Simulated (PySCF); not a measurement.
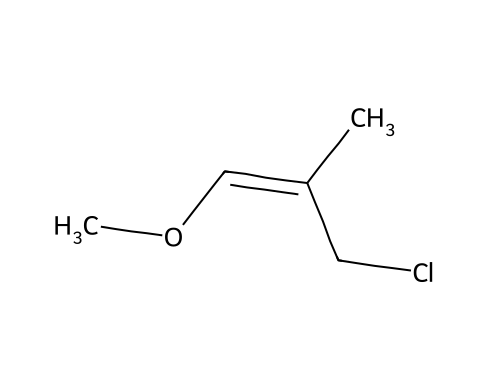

Skeletal drawing of a molecule.

Question: Give its SMILES.

Answer: CO/C=C(/C)CCl

Question: What is the molecular formula?

Answer: C5H9ClO.

Question: An optimisation with GFN2-xTB gave a structure of which point group?

Answer: C1. Other conformers may differ.

The parts below concern this one geometry. Atoms keep their numbers from picture to picture. Computed geometry: GFN2-xTB optimisation. No frequency run is at hand to confirm it as a minimum.

**Shape**

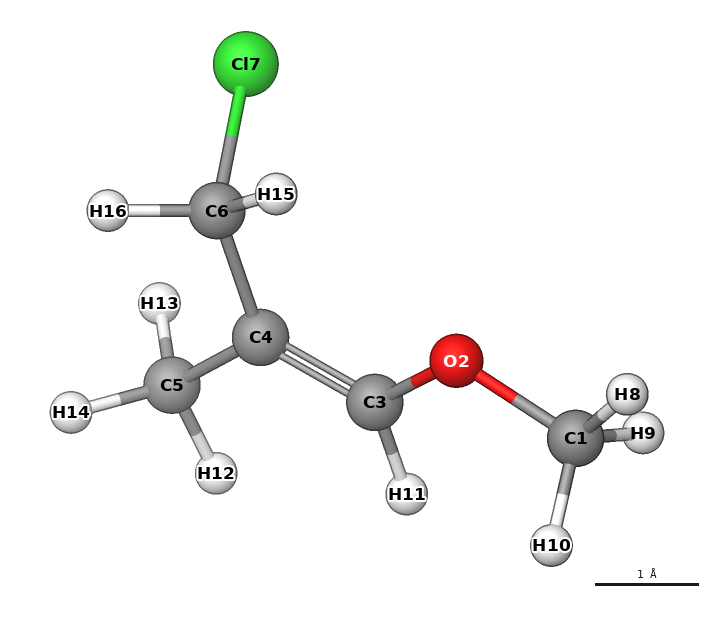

The atoms are numbered. No frequency run is at hand to confirm it as a minimum.

Give the bond lengths.

| bond | length (Å) | order |
| --- | --- | --- |
| C1–O2 | 1.407 | single |
| C1–H8 | 1.089 | single |
| C1–H9 | 1.095 | single |
| C1–H10 | 1.096 | single |
| O2–C3 | 1.362 | single |
| C3–C4 | 1.333 | double |
| C3–H11 | 1.084 | single |
| C4–C5 | 1.497 | single |
| C4–C6 | 1.490 | single |
| C5–H12 | 1.086 | single |
| C5–H13 | 1.089 | single |
| C5–H14 | 1.090 | single |
| C6–Cl7 | 1.803 | single |
| C6–H15 | 1.088 | single |
| C6–H16 | 1.090 | single |

**Dipole moment**

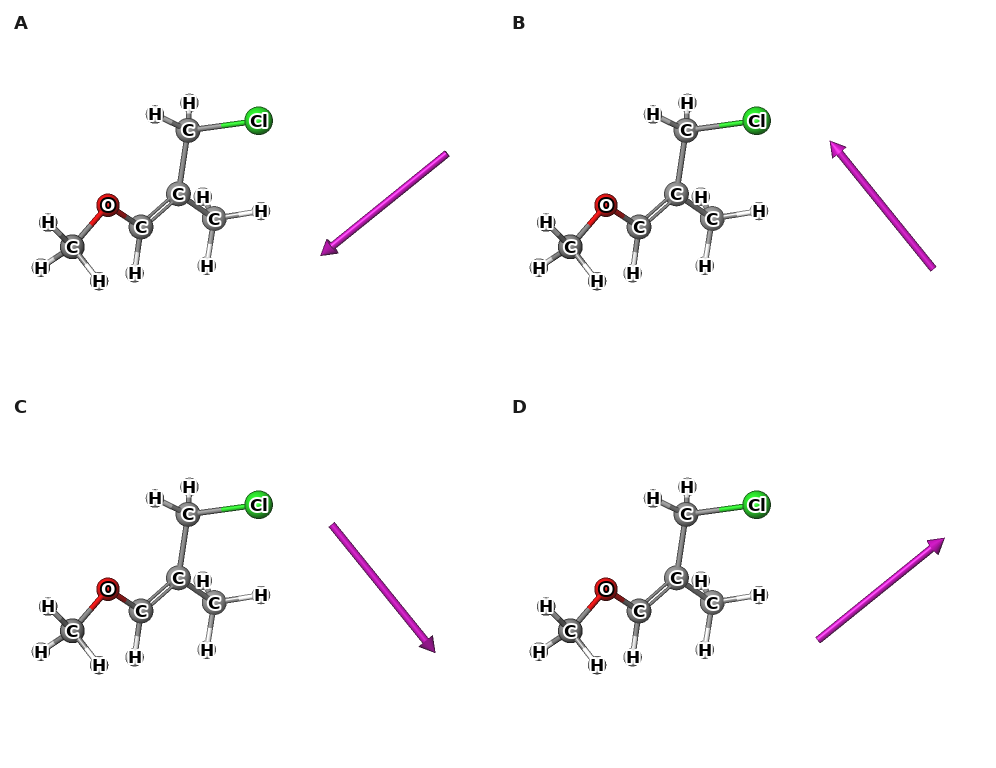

The same molecule four times, each with an arrow. No frequency run is at hand to confirm it as a minimum. Method: PBE0/def2-SVPD, gas phase (PySCF 2.14.0).

Question: Which arrow points along the dipole moment, from the negative to the positive end?

Answer: A. The dipole moment is 3.30 D.

**Charges**

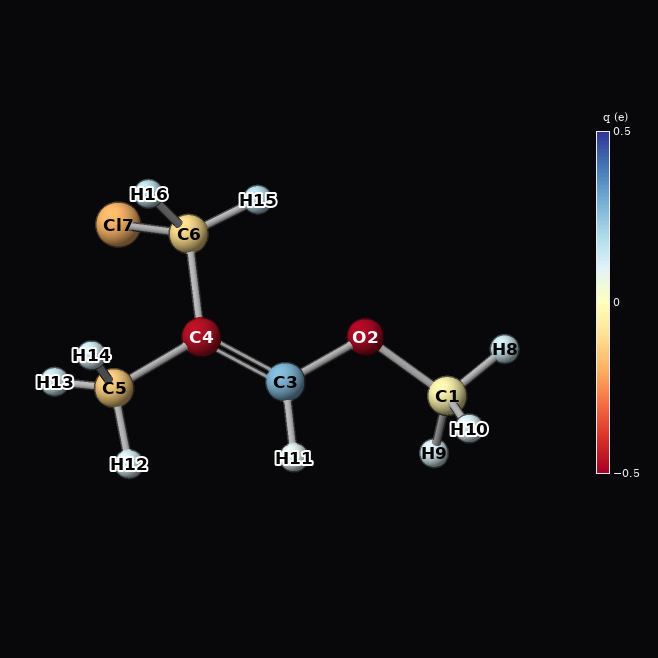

Atoms are coloured by their Mulliken charges. No frequency run is at hand to confirm it as a minimum. Properties computed with PBE0/pcSseg-1, gas phase (PySCF 2.14.0).

Question: Which atom carries the highest charge (most positive or least negative)?

Answer: C3 (0.27 e).

Question: And the lowest?

Answer: O2 (−0.48 e).

List the Mulliken charges.

| atom | value (e) |
| --- | --- |
| C1 | −0.03 |
| O2 | −0.48 |
| C3 | 0.27 |
| C4 | −0.46 |
| C5 | −0.13 |
| C6 | −0.11 |
| Cl7 | −0.18 |
| H8 | 0.13 |
| H9 | 0.11 |
| H10 | 0.10 |
| H11 | 0.09 |
| H12 | 0.11 |
| H13 | 0.13 |
| H14 | 0.12 |
| H15 | 0.17 |
| H16 | 0.16 |

**NMR shielding**

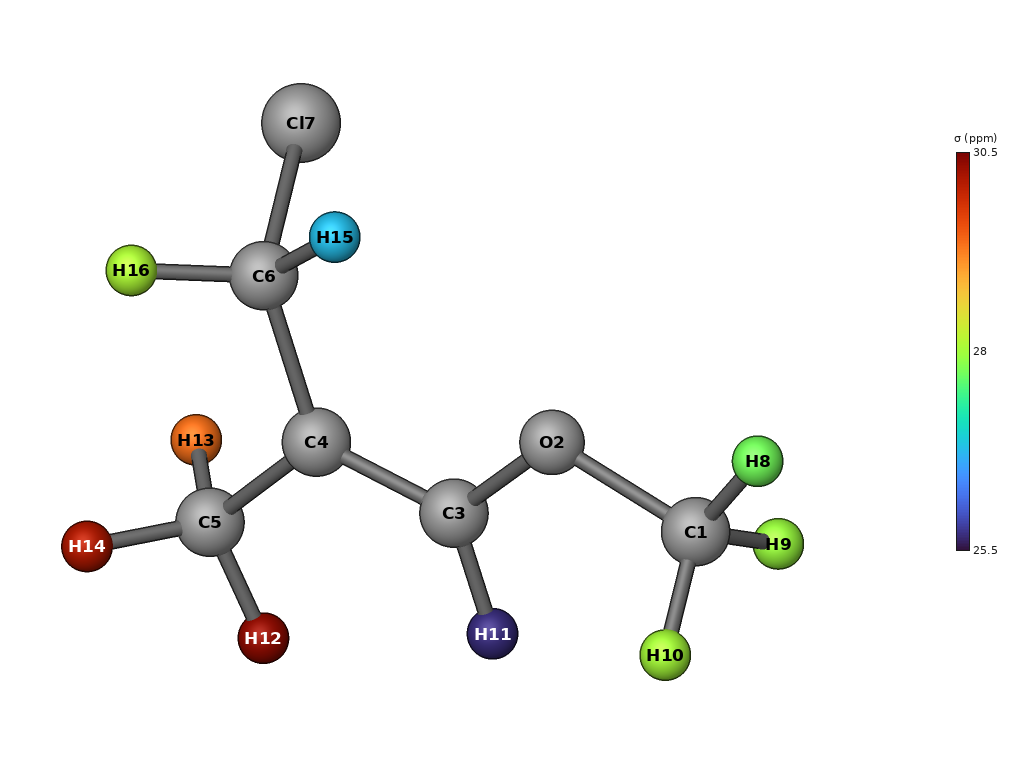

Atoms are coloured by their isotropic NMR shieldings (H only, the others grey). No frequency run is at hand to confirm it as a minimum. Method: GIAO PBE0/pcSseg-1 NMR shielding, non-relativistic, gas phase (PySCF 2.14.0).

Question: Which H atom is the most shielded (lowest chemical shift)?

Answer: H12 (30.34 ppm).

Question: Which H atom is the least shielded (highest chemical shift)?

Answer: H11 (25.71 ppm).

Question: How wide is the range of H shifts?

Answer: 4.63 ppm.

List the isotropic NMR shieldings of the H atoms.

```json
{"atom": "H8", "σ (ppm)": "27.73"}
{"atom": "H9", "σ (ppm)": "27.95"}
{"atom": "H10", "σ (ppm)": "28.02"}
{"atom": "H11", "σ (ppm)": "25.71"}
{"atom": "H12", "σ (ppm)": "30.34"}
{"atom": "H13", "σ (ppm)": "29.34"}
{"atom": "H14", "σ (ppm)": "30.14"}
{"atom": "H15", "σ (ppm)": "26.78"}
{"atom": "H16", "σ (ppm)": "28.08"}
```

Mulliken values depend strongly on the basis set and can even reverse the polarity of a bond.
